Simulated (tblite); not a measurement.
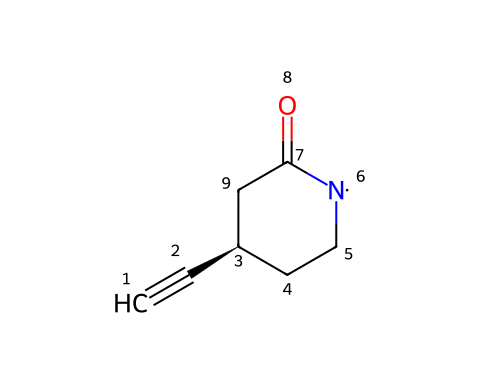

Skeletal drawing with numbered atoms; wedges and dashes mark any stereocentres. The configuration is that of a computed structure (GFN2-xTB).

### Assign CIP descriptors.

C3: R.

### Give a SMILES with the stereochemistry.

C#C[C@@H]1CC[N]C(=O)C1
